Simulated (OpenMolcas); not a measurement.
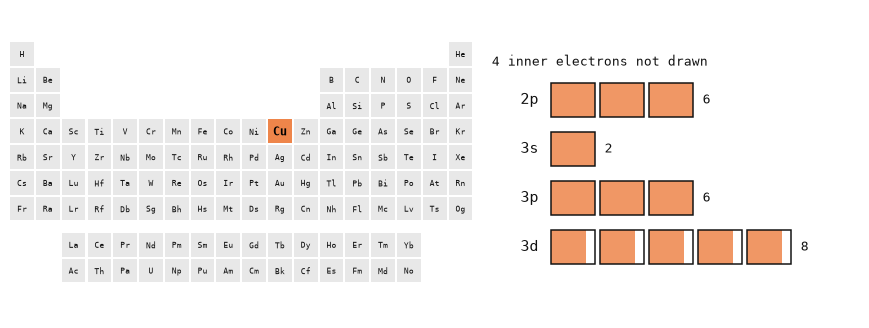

Figure 1. Left, the place of copper in the periodic table; right, the outer shells of the leading configuration of the lowest level: a box for each of the 2l + 1 orbitals, shaded by the share of the shell that is filled, with the electron count at the right.

# Multiconfigurational calculation: Cu³⁺ complex (part 1 of 2)

System: Cu³⁺ with 6 ligands (Br; octahedron, 2.56 Å), embedded in Cs2NaYBr6 by model potentials and point charges, whose field is part of the energies.
Method: state-averaged CASSCF, active space 8 electrons in the shell 3d, basis ANO-RCC-VTZP on the metal and ANO-RCC-VDZP on the ligands, DKH2 scalar Hamiltonian, spin-orbit coupling by RASSI with atomic mean-field integrals (OpenMolcas).

**The program's output (extracts)**
```
--- SEWARD ---
Basis set label: CU.ANO-RCC...6S5P3D2F1G.

      Electronic valence basis set:
      ------------------
      Associated Effective Charge  29.000000 au
      Associated Actual Charge     29.000000 au
      Nuclear Model: Point charge

      Shell  nPrim  nBasis  Cartesian Spherical Contaminant
         s      21       6        X
         p      15       5        X
         d      10       3                 X
         f       6       2                 X
         g       4       1                 X
                  Relativistic Douglas-Kroll-Hess integrals:
                    - DKH order of Hamiltonian: 2
                    - DKH order of Properties : 0
                  Atomic mean-field integrals
--- RASSCF ---
Wave function specifications:
      -----------------------------

      Number of closed shell electrons         234
      Number of electrons in active shells       8
      Max number of holes in RAS1 space          0
      Max nr of electrons in RAS3 space          0
      Number of inactive orbitals              117
      Number of active orbitals                  5
      Number of secondary orbitals             123
      Spin quantum number                      1.0
      State symmetry                             1
Orbital specifications:
      -----------------------

      Symmetry species                           1   2
                                                ag  au
      Frozen orbitals                            0   0
      Inactive orbitals                         57  60
      Active orbitals                            5   0
      RAS1 orbitals                              0   0
      RAS2 orbitals                              5   0
      RAS3 orbitals                              0   0
      Secondary orbitals                        61  62
      Deleted orbitals                           0   0
      Number of basis functions                123 122
      Number of CSFs                            10
      Number of root(s) required                10
      Iter CI   SX   CI       RASSCF       Energy    max ROT     max BLB   max BLB  Level Ln srch  Step   QN
          iter iter root      energy       change     param      element    value   shift minimum  type update
 Nr of preliminary CI iterations:   1
      Total energies have been shifted. Add               -17000.00 au
        1   1   16    0  -278.92834470    0.00E+00  -8.05E-02   62  68 1  6.80E-01*  2.29   0.00    SX    NO
        2   1   17    0  -279.54946654   -6.21E-01* -6.24E-02   13  61 2  2.19E-01*  1.81   0.00    SX    NO
        3   1   16    0  -279.74946620   -2.00E-01* -6.41E-02   13  61 2  1.50E-01*  1.70   0.00    SX    NO
        4   1   16    0  -279.82652876   -7.71E-02* -5.16E-02   13  61 2  9.63E-02*  1.58   0.00    SX    NO
        5   1   15    0  -279.85987430   -3.33E-02* -5.78E-02   13  61 2  6.10E-02*  1.51   2.50    LS   YES
        6   1   16    0  -279.87968818   -1.98E-02*  4.35E-02   10  63 1  2.57E-02*  1.43   1.48    QN   YES
        7   1   15    0  -279.88758821   -7.90E-03* -3.78E-02   58  64 1 -1.86E-02*  1.39   1.77    QN   YES
        8   1   15    0  -279.89191596   -4.33E-03* -1.89E-02   61  67 1 -8.12E-03*  1.38   1.54    LS   YES
        9   1   15    0  -279.89251435   -5.98E-04* -8.02E-03   13  61 2 -1.10E-02*  1.37   1.08    QN   YES
       10   1   14    0  -279.89335537   -8.41E-04* -9.69E-03   13  61 2 -6.12E-03*  1.37   2.26    LS   YES
        ...
       22   1    8    0  -279.89461843   -6.98E-08* -1.00E-04   13  61 2 -3.84E-05   1.34   1.45    QN   YES
       23   1    7    0  -279.89461845   -2.38E-08* -7.93E-05   52 109 1  1.99E-05   1.34   1.96    QN   YES
       24   1    7    0  -279.89461846   -1.14E-08* -5.09E-05   55 108 2  1.40E-05   1.34   1.47    QN   YES
       25   1    7    0  -279.89461847   -4.47E-09  -2.03E-05   55 108 2  9.58E-06   1.34   1.38    QN   YES
      Convergence after 25 iterations
       26   1    7    0  -279.89461847   -1.57E-09  -2.03E-05   52 109 1 -3.72E-06   1.34   1.38    QN   YES
      Natural orbitals and occupation numbers for root  1
      sym 1:   2.000000   2.000000   1.000000   2.000000   1.000000
      Natural orbitals and occupation numbers for root  2
      sym 1:   2.000000   1.000780   1.999220   1.999220   1.000780
      Natural orbitals and occupation numbers for root  3
      sym 1:   1.999279   1.000721   2.000000   1.000721   1.999279
::    RASSCF root number  1 Total energy: -17279.94452495
::    RASSCF root number  2 Total energy: -17279.93156137
::    RASSCF root number  3 Total energy: -17279.93156137
::    RASSCF root number  4 Total energy: -17279.93156137
::    RASSCF root number  5 Total energy: -17279.90073371
::    RASSCF root number  6 Total energy: -17279.90073371
::    RASSCF root number  7 Total energy: -17279.90073371
::    RASSCF root number  8 Total energy: -17279.83492483
::    RASSCF root number  9 Total energy: -17279.83492483
::    RASSCF root number 10 Total energy: -17279.83492483
--- RASSCF ---
Wave function specifications:
      -----------------------------

      Number of closed shell electrons         234
      Number of electrons in active shells       8
      Max number of holes in RAS1 space          0
      Max nr of electrons in RAS3 space          0
      Number of inactive orbitals              117
      Number of active orbitals                  5
      Number of secondary orbitals             123
      Spin quantum number                      0.0
      State symmetry                             1
Orbital specifications:
      -----------------------

      Symmetry species                           1   2
                                                ag  au
      Frozen orbitals                            0   0
      Inactive orbitals                         57  60
      Active orbitals                            5   0
      RAS1 orbitals                              0   0
      RAS2 orbitals                              5   0
      RAS3 orbitals                              0   0
      Secondary orbitals                        61  62
      Deleted orbitals                           0   0
      Number of basis functions                123 122
      Number of CSFs                            15
      Number of root(s) required                15
      Iter CI   SX   CI       RASSCF       Energy    max ROT     max BLB   max BLB  Level Ln srch  Step   QN
          iter iter root      energy       change     param      element    value   shift minimum  type update
 Nr of preliminary CI iterations:   1
      Total energies have been shifted. Add               -17000.00 au
        1   1   10    0  -279.81553450    0.00E+00   1.72E-02   61  67 1 -1.48E-02*  1.37   0.00    SX    NO
        2   1   11    0  -279.81665325   -1.12E-03* -1.59E-02   61  67 1 -8.57E-03*  1.36   0.00    SX    NO
        3   1   11    0  -279.81753367   -8.80E-04* -1.45E-02   61  67 1 -7.36E-03*  1.35   0.00    SX    NO
        4   1   11    0  -279.81826614   -7.32E-04* -1.34E-02   53  61 1 -5.96E-03*  1.35   0.00    SX    NO
        5   1   11    0  -279.81888904   -6.23E-04* -1.05E-01*  53  61 1 -5.51E-03*  1.34   2.50    QN   YES
        6   1   11    0  -279.82223640   -3.35E-03* -5.85E-02   51  63 1 -6.96E-03*  1.29   1.71    LS   YES
        7   1   12    0  -279.82288830   -6.52E-04* -2.57E-02   51  63 1 -1.02E-02*  1.26   1.21    QN   YES
        8   1   11    0  -279.82324356   -3.55E-04* -1.60E-02   51  63 1 -7.21E-03*  1.25   1.30    QN   YES
        9   1   11    0  -279.82339638   -1.53E-04* -9.73E-03   51  63 1 -4.31E-03*  1.25   1.63    LS   YES
       10   1   11    0  -279.82342276   -2.64E-05*  3.53E-03   51  63 1 -2.59E-03*  1.24   1.03    QN   YES
       11   1   10    0  -279.82346084   -3.81E-05*  3.75E-03   51  63 1 -1.47E-03*  1.24   2.08    LS   YES
       12   1   10    0  -279.82347479   -1.39E-05*  5.31E-04   17  84 1 -1.98E-03*  1.25   1.01    QN   YES
       13   1    9    0  -279.82347984   -5.05E-06*  2.79E-04   51  85 1  3.72E-04*  1.24   1.46    QN   YES
       14   1    8    0  -279.82348138   -1.54E-06* -1.42E-04   17  84 1  3.09E-04*  1.24   1.33    QN   YES
       15   1    8    0  -279.82348167   -2.87E-07*  4.92E-05   17  84 1  1.48E-04*  1.24   1.38    QN   YES
       16   1    7    0  -279.82348173   -6.64E-08* -4.08E-05   51  85 1 -3.98E-05   1.24   1.31    QN   YES
       17   1    6    0  -279.82348175   -1.72E-08*  3.84E-05   17  84 1 -3.24E-05   1.24   2.50    QN   YES
       18   1    5    0  -279.82348175   -5.92E-09   3.10E-05   17  84 1 -1.84E-05   1.24   1.38    QN   YES
      Convergence after 18 iterations
       19   1    5    0  -279.82348176   -2.31E-09   3.10E-05   51  85 1  6.54E-06   1.24   1.38    QN   YES
      Natural orbitals and occupation numbers for root  1
      sym 1:   1.008793   1.998628   1.988629   1.995156   1.008793
      Natural orbitals and occupation numbers for root  2
      sym 1:   1.008793   1.989647   1.999647   1.993120   1.008793
      Natural orbitals and occupation numbers for root  3
      sym 1:   1.970820   1.028119   1.999934   1.027665   1.973463
::    RASSCF root number  1 Total energy: -17279.89644111
::    RASSCF root number  2 Total energy: -17279.89644111
::    RASSCF root number  3 Total energy: -17279.86227820
::    RASSCF root number  4 Total energy: -17279.86227819
::    RASSCF root number  5 Total energy: -17279.86227819
::    RASSCF root number  6 Total energy: -17279.86071205
::    RASSCF root number  7 Total energy: -17279.84277774
::    RASSCF root number  8 Total energy: -17279.84277774
::    RASSCF root number  9 Total energy: -17279.84277774
::    RASSCF root number 10 Total energy: -17279.78067239
::    RASSCF root number 11 Total energy: -17279.78067239
::    RASSCF root number 12 Total energy: -17279.78067239
::    RASSCF root number 13 Total energy: -17279.77984256
::    RASSCF root number 14 Total energy: -17279.77984256
::    RASSCF root number 15 Total energy: -17279.68176201
```

(Continued in part 2.) Outcome of the run: converged.
